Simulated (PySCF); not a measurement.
# CH6S2Si (SMILES CSS[SiH3]): levels of theory compared

Aim: a comparison of 6 runs (SVWN5/def2-SVP) of CH6S2Si. The setting varied is the integral approximation. Input form: a Python script.

The calculation is run with PySCF 2.14.0.

5 further runs of the same task are left out: 5 set aside as unsound or not needed.

## 1. The structure to begin with

CH6S2Si has 10 atoms, charge 0, and is taken as a singlet. SMILES: `CSS[SiH3]`. Geometry: relaxed at PBE0-D4/def2-TZVP. This is one conformer, not always the lowest.

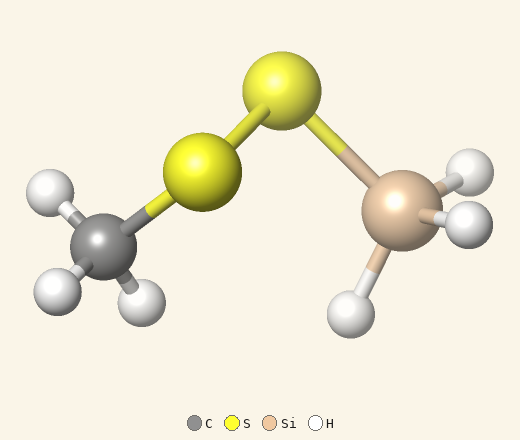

Viewed from a chosen angle; carbon grey, sulfur yellow, silicon light orange, hydrogen white.

## 2. A single-point energy at SVWN5/def2-SVP (run 1)

Input file calc.py:

```python
from pyscf import gto, dft

mol = gto.Mole()
mol.atom = '''
C     -0.839400     1.368100    -1.052700
S      0.388000     1.522400     0.255300
S      1.678300    -0.021900    -0.185500
Si     0.697500    -1.489500     1.025600
H     -0.379100     1.495800    -2.031600
H     -1.559800     2.171900    -0.883200
H     -1.352600     0.408400    -0.996100
H     -0.715600    -1.639000     0.593700
H      0.742600    -1.095800     2.454200
H      1.423300    -2.771700     0.823000
'''
mol.max_memory = 1860
mol.charge = 0
mol.basis = 'def2-svp'
mol.spin = 0
mol.verbose = 3
mol.build()

mf = dft.RKS(mol)
mf.xc = 'svwn'
mf.conv_tol = 1e-10
mf.grids.level = 4
mf.kernel()
if not mf.converged:
    mf = mf.newton().run(mf.mo_coeff, mf.mo_occ)

e_final = mf.e_tot
print(f'total energy: {e_final:.8f} hartree')
```

Command:

```
$ OMP_NUM_THREADS=1 python calc.py
```

Standard output:

```text
converged SCF energy = -1122.93292293056
total energy: -1122.93292293 hartree
```

It took 11 s on 1 thread of Arm Neoverse V2, shared host; peak memory 0.33 GiB.

## 3. A single-point energy at SVWN5/def2-SVP (density fitting with cc-pvdz-jkfit) (run 2)

Input file start.xyz:

```xyz
10

C     -0.839400     1.368100    -1.052700
S      0.388000     1.522400     0.255300
S      1.678300    -0.021900    -0.185500
Si     0.697500    -1.489500     1.025600
H     -0.379100     1.495800    -2.031600
H     -1.559800     2.171900    -0.883200
H     -1.352600     0.408400    -0.996100
H     -0.715600    -1.639000     0.593700
H      0.742600    -1.095800     2.454200
H      1.423300    -2.771700     0.823000
```

Input file job.py:

```python
# CSS[SiH3]
from pyscf import gto, dft

mol = gto.M(
    atom='start.xyz',
    verbose=3,
    basis='def2-svp',
    charge=0,
    max_memory=1860,
)

mf = dft.RKS(mol, xc='svwn')
mf = mf.density_fit(auxbasis='cc-pvdz-jkfit')
mf.grids.level = 4
mf.conv_tol = 1e-10
mf.kernel()
if not mf.converged:
    mf = mf.newton().run(mf.mo_coeff, mf.mo_occ)

energy = mf.e_tot
print('E = %.10f Eh' % energy)
```

Command:

```
$ OMP_NUM_THREADS=1 python job.py
```

Standard output:

```text
converged SCF energy = -1122.93319161299
E = -1122.9331916130 Eh
```

Run time: 12 s. Hardware: 1 thread of Arm Neoverse V2, shared host; peak memory 0.24 GiB.

## 4. A single-point energy at SVWN5/def2-SVP (density fitting with cc-pvqz-jkfit) (run 3)

Input file job.py:

```python
from pyscf import gto, dft

molecule = gto.M(
    atom=[
    ('C', (-0.839400, 1.368100, -1.052700)),
    ('S', (0.388000, 1.522400, 0.255300)),
    ('S', (1.678300, -0.021900, -0.185500)),
    ('Si', (0.697500, -1.489500, 1.025600)),
    ('H', (-0.379100, 1.495800, -2.031600)),
    ('H', (-1.559800, 2.171900, -0.883200)),
    ('H', (-1.352600, 0.408400, -0.996100)),
    ('H', (-0.715600, -1.639000, 0.593700)),
    ('H', (0.742600, -1.095800, 2.454200)),
    ('H', (1.423300, -2.771700, 0.823000)),
],
    max_memory=1860,
    verbose=3,
    charge=0,
    basis='def2-svp',
)

myscf = dft.RKS(molecule, xc='svwn')
myscf = myscf.density_fit(auxbasis='cc-pvqz-jkfit')
myscf.conv_tol = 1e-10
myscf.grids.level = 4
myscf.kernel()
if not myscf.converged:
    myscf = myscf.newton().run(myscf.mo_coeff, myscf.mo_occ)

energy = myscf.e_tot
print('E = %.10f Eh' % energy)
```

Command:

```
$ OMP_NUM_THREADS=1 python job.py
```

Standard output:

```text
converged SCF energy = -1122.93298342807
E = -1122.9329834281 Eh
```

It took 13 s on 1 thread of Arm Neoverse V2, shared host; peak memory 0.25 GiB.

Runs 4 to 5 aren't shown in full; the table further down has their settings and results.

## 5. The energy at SVWN5/def2-SVP (density fitting) (run 6)

Input file input.xyz:

```xyz
10
CH6S2Si
C     -0.839400     1.368100    -1.052700
S      0.388000     1.522400     0.255300
S      1.678300    -0.021900    -0.185500
Si     0.697500    -1.489500     1.025600
H     -0.379100     1.495800    -2.031600
H     -1.559800     2.171900    -0.883200
H     -1.352600     0.408400    -0.996100
H     -0.715600    -1.639000     0.593700
H      0.742600    -1.095800     2.454200
H      1.423300    -2.771700     0.823000
```

Input file input.py:

```python
# CSS[SiH3]
from pyscf import gto, dft
from pyscf import df

mol = gto.Mole()
mol.atom = 'input.xyz'
mol.basis = 'def2-svp'
mol.max_memory = 1860
mol.verbose = 4
mol.charge = 0
mol.build()

mf = dft.RKS(mol, xc='svwn')
mf = mf.density_fit(auxbasis=df.aug_etb(mol, beta=2.0))
mf.conv_tol = 1e-10
mf.grids.level = 4
mf.kernel()
if not mf.converged:
    mf = mf.newton().run(mf.mo_coeff, mf.mo_occ)

energy = mf.e_tot
print('Final energy', energy)
```

Command:

```
$ OMP_NUM_THREADS=1 python input.py
```

Standard output:

```text
PySCF version 2.14.0

[... 99 lines left out ...]
converged SCF energy = -1122.93298622764
Final energy -1122.9329862276363
```

Wall time 12 s (1 thread of Arm Neoverse V2, shared host); peak memory 0.24 GiB.

## 6. The series

```csv
run,level,integral approximation,energy (Eh),dipole moment (D),HOMO energy (eV),LUMO energy (eV),wall time
1,SVWN5/def2-SVP,none,-1122.932923,1.69,-5.58,-1.74,11 s
2,SVWN5/def2-SVP (density fitting with cc-pvdz-jkfit),cc-pvdz-jkfit,-1122.933192,1.69,-5.58,-1.74,12 s
3,SVWN5/def2-SVP (density fitting with cc-pvqz-jkfit),cc-pvqz-jkfit,-1122.932983,1.69,-5.58,-1.74,13 s
4,SVWN5/def2-SVP (density fitting with cc-pvtz-jkfit),cc-pvtz-jkfit,-1122.933029,1.69,-5.58,-1.74,12 s
5,SVWN5/def2-SVP (density fitting with def2-universal-jkfit),def2-universal-jkfit,-1122.933044,1.69,-5.58,-1.74,12 s
6,SVWN5/def2-SVP (density fitting),etb,-1122.932986,1.69,-5.58,-1.74,12 s
```

## 7. Outcome

| quantity | value |
| --- | --- |
| run 6: total energy | -1122.93299 Eh |
| run 6: dipole moment | 1.69 D |
| run 6: HOMO energy | -5.58 eV |
| run 6: LUMO energy | -1.74 eV |
| run 6: HOMO–LUMO gap | 3.84 eV |

In words: Over the runs the total energy spans 0.007 eV. All runs together took 71 s, the longest 13 s.
